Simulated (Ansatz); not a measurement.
# AsH4− (singlet): correlated methods under varied settings

Aim: run AsH4− (singlet) at one geometry under a spread of methods and options, and see what each costs and gives.

The runs use Ansatz 0.2.0, Gaussian basis; the settings change from run to run.

12 further runs of the same task are left out: 4 that didn't finish, 8 set aside as unsound or not needed.

### Step 1. The system

The geometry is a PBE0/def2-TZVPD stationary point (not a proven minimum). No spin-orbit coupling is included. The filled d shell of As may be among the frozen orbitals whatever the setting's name suggests; the logs give the count.

5 atoms, charge -1, spin multiplicity 1.

Atoms are counted from 1 here; the program's logs count them from 0.

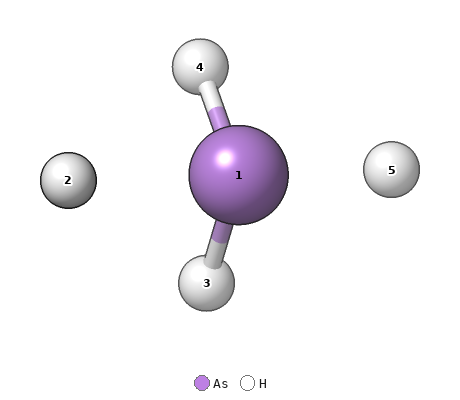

The geometry (arsenic purple, hydrogen white); atoms are numbered from 1 in the order of the file.

### Step 2. HF/def2-SVP

The input, in.yaml:

```yaml
crystal:
  periodic: [false, false, false]
  atoms:
    - {symbol: As, position_ang: [0.031969, 0.000000, 0.000000]}
    - {symbol: H, position_ang: [-0.214355, 0.000000, 1.829972]}
    - {symbol: H, position_ang: [-0.973788, -1.139440, 0.000000]}
    - {symbol: H, position_ang: [-0.973791, 1.139438, 0.000000]}
    - {symbol: H, position_ang: [-0.214355, 0.000000, -1.829972]}
basis:
  gaussian: {orbitals: def2-SVP}
total_charge: -1
magnetization: {spin_polarized: false}
hamiltonian: {xc: hf}
output: {orbitals: {seedname: orbitals}}
```

The run is started by

```bash
> ansatz run in.yaml --threads 1 --pin off --events-out ev --progress --plain --max-ram 2393MiB
```

The program printed:

```text
Functional definition: HF
  name "HF"
  cite "Fock, Z. Phys. 61, 126 (1930) doi:10.1007/BF01340294"
  parent pbe
  exchange = exact_x
  correlation = 0
522 factors; integrals over basis functions are off by at most 1.2e-3 eV
mean field evaluation 1: about -60847.1856 eV, gradient 1.7e1 eV
mean field evaluation 2: about -60847.1894 eV, gradient 1.7e1 eV
mean field evaluation 4: about -60848.1664 eV, gradient 1.9e0 eV
mean field evaluation 8: about -60848.1827 eV, gradient 6.0e-3 eV
mean field -60848.18273099 eV, -2236.1294709843 hartree, gradient 7.2e-6 eV, S^2 0.000000; 0 other end points of the search recorded, 0 dependent functions left out
reference -60848.18273099 eV, -2236.1294709843 hartree; 19, 19 occupied and 33, 33 virtual orbitals, 522 factors
Total energy: -60848.18273099 eV, -2236.1294709843 hartree
```

Wall time 0.36 s (1 thread of Arm Neoverse V1, shared host).

### Step 3. MRCISD+Q(4,5)/6-31G

Edit in.yaml of step 2 so:

```diff
@@ -9,6 +9,5 @@
 basis:
-  gaussian: {orbitals: def2-SVP}
+  gaussian: {orbitals: 6-31G}
 total_charge: -1
-magnetization: {spin_polarized: false}
-hamiltonian: {xc: hf}
-output: {orbitals: {seedname: orbitals}}
+correlation: {method: fic_mrcisd_q, electrons: outside_noble_gas, active_space: {window: {electrons: 4, orbitals: 5}}}
+accuracy: high
```

Launched as before.

The program printed, cut to the lines that bear on the results:

```text
Functional definition: HF
  name "HF"
  cite "Fock, Z. Phys. 61, 126 (1930) doi:10.1007/BF01340294"
  parent pbe
[...]
674 factors; integrals over basis functions are off by at most 3.9e-9 eV
[...]
mean field -60845.36058935 eV, -2236.0257591919 hartree, gradient 2.5e-8 eV, S^2 0.000000; 0 other end points of the search recorded, 0 dependent functions left out
reference -60845.36058935 eV, -2236.0257591919 hartree; 19, 19 occupied and 18, 18 virtual orbitals, 674 factors
state -60846.32415430 eV, -2236.0611695506 hartree
contracted CI cycle   1: correlation 0.00000000 eV, 0.0000000000 hartree, residual 9.40e0 eV
contracted CI cycle   2: correlation -1.67260160 eV, -0.0614669752 hartree, residual 2.18e0 eV
contracted CI cycle   3: correlation -1.78099745 eV, -0.0654504489 hartree, residual 8.00e-1 eV
[...]
contracted CI cycle   7: correlation -1.81955480 eV, -0.0668674056 hartree, residual 2.08e-2 eV
contracted CI cycle   8: correlation -1.81956365 eV, -0.0668677309 hartree, residual 7.63e-3 eV
contracted CI cycle   9: correlation -1.81956486 eV, -0.0668677752 hartree, residual 3.11e-3 eV
contracted CI cycle  10: correlation -1.81956509 eV, -0.0668677836 hartree, residual 1.45e-3 eV
contracted CI cycle  11: correlation -1.81956513 eV, -0.0668677852 hartree, residual 5.84e-4 eV
contracted CI cycle  12: correlation -1.81956514 eV, -0.0668677854 hartree, residual 2.45e-4 eV
contracted CI cycle  13: correlation -1.81956514 eV, -0.0668677855 hartree, residual 9.73e-5 eV
contracted CI cycle  14: correlation -1.81956514 eV, -0.0668677855 hartree, residual 3.98e-5 eV
state -60846.30964673 eV, -2236.0606364075 hartree; corrected -60848.21721757 eV, -2236.1307383426 hartree
state -60846.32415430 eV, -2236.0611695506 hartree; corrected -60848.21955441 eV, -2236.1308242198 hartree
Total energy: -60848.21955441 eV, -2236.1308242198 hartree
```

Run time: 5.5 s. Hardware: 1 thread of Arm Neoverse V1, shared host.

From the report: 100 determinants; active occupations 1.97, 1.97, 0.03, 0.03, 0.00.

### Step 4. NEVPT2(2,3)/6-31G

Edit in.yaml of step 3 so:

```diff
@@ -11,3 +11,4 @@
 total_charge: -1
-correlation: {method: fic_mrcisd_q, electrons: outside_noble_gas, active_space: {window: {electrons: 4, orbitals: 5}}}
+correlation: {method: sc_nevpt2, electrons: outside_noble_gas, active_space: {window: {electrons: 2, orbitals: 3}}}
 accuracy: high
+output: {forces: true}
```

The command is unchanged.

The program printed, cut to the lines that bear on the results:

```text
Functional definition: HF
  name "HF"
  cite "Fock, Z. Phys. 61, 126 (1930) doi:10.1007/BF01340294"
  parent pbe
[...]
674 factors; integrals over basis functions are off by at most 3.9e-9 eV
[...]
mean field -60845.36058935 eV, -2236.0257591919 hartree, gradient 2.5e-8 eV, S^2 0.000000; 0 other end points of the search recorded, 0 dependent functions left out
reference -60845.36058935 eV, -2236.0257591919 hartree; 19, 19 occupied and 18, 18 virtual orbitals, 674 factors
state -60845.86221883 eV, -2236.0441937353 hartree
state -60845.86221883 eV, -2236.0441937353 hartree; corrected -60847.57805468 eV, -2236.1072495399 hartree
state -60845.85216348 eV, -2236.0438242080 hartree
state -60845.85216348 eV, -2236.0438242080 hartree; corrected -60847.59563495 eV, -2236.1078956026 hartree
state -60845.85216348 eV, -2236.0438242080 hartree; corrected -60847.59563495 eV, -2236.1078956026 hartree
[...]
WARN: the results are in doubt because the forces break the atoms' symmetry
WARN: the results are in doubt because another end's mean lies 0.010 eV lower, and its corrected mean 0.018 eV higher
Total energy: -60847.59563495 eV, -2236.1078956026 hartree
Atom 0 at     0.031969     0.000000     0.000000 Å, force     0.372519     0.000000    -0.060740 eV/Å
Atom 1 at    -0.214355     0.000000     1.829972 Å, force    -0.153334    -0.000000     0.466801 eV/Å
Atom 2 at    -0.973788    -1.139440     0.000000 Å, force    -0.035723    -0.359385    -0.003108 eV/Å
Atom 3 at    -0.973791     1.139438     0.000000 Å, force    -0.035724     0.359385    -0.003108 eV/Å
Atom 4 at    -0.214355     0.000000    -1.829972 Å, force    -0.147738    -0.000000    -0.399845 eV/Å
Dipole moment:     0.039093     0.000000     0.037255 e Å
In doubt: the forces break the atoms' symmetry
In doubt: another end's mean lies 0.010 eV lower, and its corrected mean 0.018 eV higher
```

Wall time 4.2 s (1 thread of Arm Neoverse V1, shared host).

From the report: 9 determinants; active occupations 1.96, 0.04, 0.00. The program marks this result as in doubt; its last lines say why.

### Step 5. CCSD/aug-cc-pVDZ

Edit in.yaml of step 4 so:

```diff
@@ -9,6 +9,7 @@
 basis:
-  gaussian: {orbitals: 6-31G}
+  gaussian: {orbitals: aug-cc-pVDZ}
 total_charge: -1
-correlation: {method: sc_nevpt2, electrons: outside_noble_gas, active_space: {window: {electrons: 2, orbitals: 3}}}
-accuracy: high
+magnetization: {spin_polarized: false}
+hamiltonian: {xc: {name: PBE}}
+correlation: {method: ccsd, electrons: outside_noble_gas}
 output: {forces: true}
```

Same command.

The program printed, cut to the lines that bear on the results:

```text
Functional definition: PBE
  name "PBE"
  cite "Perdew, Burke & Ernzerhof, Phys. Rev. Lett. 77, 3865 (1996) doi:10.1103/PhysRevLett.77.3865"
  parent pbe
[...]
758 factors; integrals over basis functions are off by at most 9.8e-4 eV
[...]
mean field -60894.60021659 eV, -2237.8352821170 hartree, gradient 8.4e-6 eV, S^2 0.000000; 0 other end points of the search recorded, 0 dependent functions left out
14 core orbitals not correlated: weight in the atoms' cores, before any rotation towards them, 0.999 or more for the frozen orbitals, at most 0.000 for the correlated occupied ones
reference -60854.60045235 eV, -2236.3653178942 hartree; 5, 5 occupied and 53, 53 virtual orbitals, 758 factors
second order -4.96462461 eV of doubles, -0.30360525 eV of singles
cycle   1  -5.75330619 eV  change   -4.9e-1 eV  update   6.4e-2
[...]
cycle  12  -5.98667684 eV  change   -3.4e-7 eV  update   2.1e-6
[...]
Total energy: -60860.58712919 eV, -2236.5853242102 hartree
Atom 0 at     0.031969     0.000000     0.000000 Å, force     0.068753     0.000000     0.000000 eV/Å
Atom 1 at    -0.214355     0.000000     1.829972 Å, force     0.025029     0.000000     0.075111 eV/Å
Atom 2 at    -0.973788    -1.139440     0.000000 Å, force    -0.059405    -0.106581    -0.000000 eV/Å
Atom 3 at    -0.973791     1.139438     0.000000 Å, force    -0.059405     0.106581    -0.000000 eV/Å
Atom 4 at    -0.214355     0.000000    -1.829972 Å, force     0.025029     0.000000    -0.075111 eV/Å
Dipole moment:     0.209570     0.000000     0.000000 e Å
```

It took 6.5 s on 1 thread of Arm Neoverse V1, shared host.

From the report: correlation -5.9867 eV; T1 0.025; largest double amplitude 0.09. The orbitals are Kohn-Sham ones, so correlation energy and T1 don't compare with those on Hartree-Fock orbitals.

### Step 6. CCSDT(Q)/B/cc-pVDZ

Edit in.yaml of step 5 so:

```diff
@@ -9,7 +9,7 @@
 basis:
-  gaussian: {orbitals: aug-cc-pVDZ}
+  gaussian: {orbitals: cc-pVDZ}
 total_charge: -1
 magnetization: {spin_polarized: false}
-hamiltonian: {xc: {name: PBE}}
-correlation: {method: ccsd, electrons: outside_noble_gas}
+hamiltonian: {xc: {name: B3LYP}}
+correlation: {method: ccsdt_q_b, electrons: outside_noble_gas}
 output: {forces: true}
```

The command is unchanged.

The program printed, cut to the lines that bear on the results:

```text
Functional definition: B3LYP
  name "B3LYP"
  cite "Stephens, Devlin, Chabalowski & Frisch, J. Phys. Chem. 98, 11623 (1994) doi:10.1021/j100096a001"
  cite "Becke, Phys. Rev. A 38, 3098 (1988) doi:10.1103/PhysRevA.38.3098"
  cite "Lee, Yang & Parr, Phys. Rev. B 37, 785 (1988) doi:10.1103/PhysRevB.37.785"
  cite "Vosko, Wilk & Nusair, Can. J. Phys. 58, 1200 (1980) doi:10.1139/p80-159"
[...]
936 factors; integrals over basis functions are off by at most 2.2e-7 eV
[...]
mean field -60904.85877688 eV, -2238.2122772544 hartree, gradient 7.4e-6 eV, S^2 0.000000; 0 other end points of the search recorded, 0 dependent functions left out
14 core orbitals not correlated: weight in the atoms' cores, before any rotation towards them, 1.000 or more for the frozen orbitals, at most 0.000 for the correlated occupied ones
reference -60854.50407940 eV, -2236.3617762536 hartree; 5, 5 occupied and 28, 28 virtual orbitals, 936 factors
second order -4.35459876 eV of doubles, -0.20209029 eV of singles
cycle   1  -5.08170949 eV  change   -5.3e-1 eV  update   6.8e-2
[...]
cycle  12  -5.45516474 eV  change    8.7e-8 eV  update   7.8e-7
perturbative correction -0.00525440 eV, -0.0001930958 hartree
[...]
Total energy: -60859.96449855 eV, -2236.5624429560 hartree
Atom 0 at     0.031969     0.000000     0.000000 Å, force     0.254319     0.000000     0.000000 eV/Å
Atom 1 at    -0.214355     0.000000     1.829972 Å, force    -0.044889    -0.000000    -0.005456 eV/Å
Atom 2 at    -0.973788    -1.139440     0.000000 Å, force    -0.082270    -0.161533    -0.000000 eV/Å
Atom 3 at    -0.973791     1.139438     0.000000 Å, force    -0.082270     0.161533    -0.000000 eV/Å
Atom 4 at    -0.214355     0.000000    -1.829972 Å, force    -0.044889    -0.000000     0.005456 eV/Å
Dipole moment:     0.139540     0.000000     0.000000 e Å
```

Run time: 45 s. Hardware: 1 thread of Arm Neoverse V1, shared host; peak memory 0.53 GiB.

From the report: correlation -5.4604 eV; T1 0.015; largest double amplitude 0.12. The orbitals are Kohn-Sham ones, so correlation energy and T1 don't compare with those on Hartree-Fock orbitals.

### Step 7. The runs in one table

Where basis and cores are those of an earlier RCCSDT(Q)/aug-cc-pVDZ run (-60861.0742 eV), and the state is the same kind, the miss against it is given. † marks a result that the program doubts.

| level | correlated | functions | energy (eV) | from RCCSDT(Q) (meV) | time |
| --- | --- | --- | --- | --- | --- |
| HF/def2-SVP |  | 52 | -60848.1827 |  | 0.36 s |
| MRCISD+Q(4,5)/6-31G | outside noble gas | 37 | -60848.2196 |  | 5.5 s |
| NEVPT2(2,3)/6-31G † | outside noble gas | 37 | -60847.5956 |  | 4.2 s |
| CCSD/aug-cc-pVDZ (on PBE orbitals) | outside noble gas | 72 | -60860.5871 | 487.0 | 6.5 s |
| CCSDT(Q)/B/cc-pVDZ (on B3LYP orbitals) | outside noble gas | 47 | -60859.9645 |  | 45 s |

### Step 8. Results

| quantity | value |
| --- | --- |
| runs | 5 |
| quickest | HF/def2-SVP, 0.36 s |
| slowest | CCSDT(Q)/B/cc-pVDZ (on B3LYP orbitals), 45 s |

What this shows: Total energies in different bases, with other cores or another treatment of relativity can't be set against each other. CCSDT(Q)/B/cc-pVDZ (on B3LYP orbitals) took 125 times as long as HF/def2-SVP; the jobs differ in more than the method. Cores frozen from Kohn-Sham orbitals shift the total energy.
